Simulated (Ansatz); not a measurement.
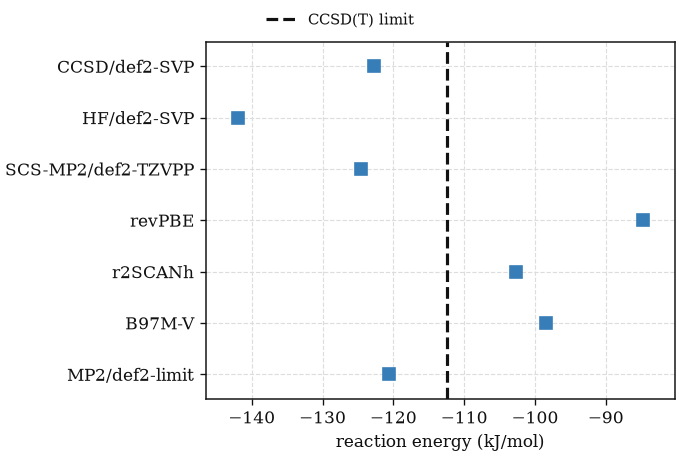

Electronic reaction energy of B₂SiH₄O (B[SiH]1BO1) + BH₃O (BO) → B₂H₄O (BOB) + BSiH₃O (B1O[SiH2]1) (SMILES in brackets) at several levels (functionals in def2-TZVPP unless a basis is named), isolated molecules at PBE0-D4 triple-zeta geometries, minima by their frequencies, no zero-point or thermal terms, the Ansatz code 0.2.0. The line is frozen-core CCSD(T) at the basis limit (MP2 extrapolated from triple and quadruple zeta, plus CCSD(T) less MP2 in a smaller set). No dispersion term is added to revPBE and r2SCANh. The distance of CCSD/def2-SVP, HF/def2-SVP and SCS-MP2/def2-TZVPP to the limit includes basis error.

> What do zero-point energy and temperature add?

Zero-point change −3.4 kJ/mol; at 298.15 K and 1 bar the CCSD(T) limit plus thermal terms gives an enthalpy of reaction of −116.8 and a free energy of −114.6 kJ/mol (harmonic PBE0-D4 modes, ideal gas).

> Give the values.

```csv
level,kJ/mol,less CCSD(T) limit
CCSD/def2-SVP,−122.8,−10.3
HF/def2-SVP,−141.9,−29.5
SCS-MP2/def2-TZVPP,−124.6,−12.1
revPBE,−84.8,27.7
r2SCANh,−102.6,9.8
B97M-V,−98.4,14.0
MP2/def2-limit,−120.6,−8.1
CCSD(T) limit,−112.5,0.0
```
